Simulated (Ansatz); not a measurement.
Input file:

```
crystal:
  periodic: [false, false, false]
  atoms:
    - {symbol: C, position_ang: [-0.648933, 0.226367, -0.453213]}
    - {symbol: C, position_ang: [0.690729, 0.453792, 0.120134]}
    - {symbol: As, position_ang: [-0.393723, -0.778641, 1.245649]}
    - {symbol: H, position_ang: [-0.736459, -0.376316, -1.347754]}
    - {symbol: H, position_ang: [-1.378243, 1.024266, -0.378069]}
    - {symbol: H, position_ang: [0.888827, 1.409133, 0.591534]}
    - {symbol: H, position_ang: [1.547912, 0.010887, -0.369946]}
    - {symbol: H, position_ang: [0.122092, -2.026689, 0.535865]}
basis:
  gaussian: {orbitals: def2-TZVPP}
hamiltonian: {xc: pbe0, dispersion: d4}
output: {orbitals: {seedname: orbitals}}
```

Launched as:

```sh
ansatz run in.yaml --threads 2 --pin off --events-out ev --progress --plain --max-ram 4352MiB
```

Geometry: PBE0-D4/def2-TZVP.

Method: RKS PBE0-D4/def2-TZVPP (Ansatz).

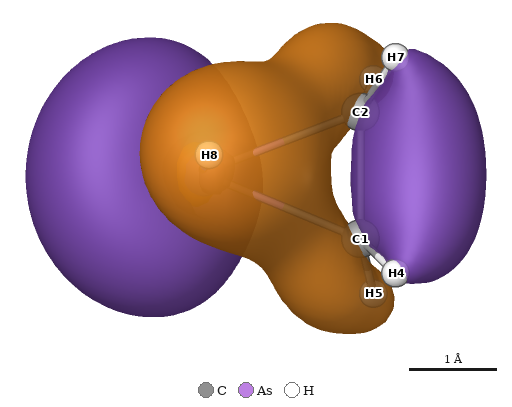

C2H5As. The HOMO−1 at ±0.08 Å⁻³ᐟ² (orange and purple are the two phases), seen at an oblique angle.

> Describe this orbital and give its energy.

By Hirshfeld shares it lies mainly on As3 (about 65 %), C1 (about 10 %), C2 (about 10 %) and H8 (about 10 %). Its energy is −7.61 eV.
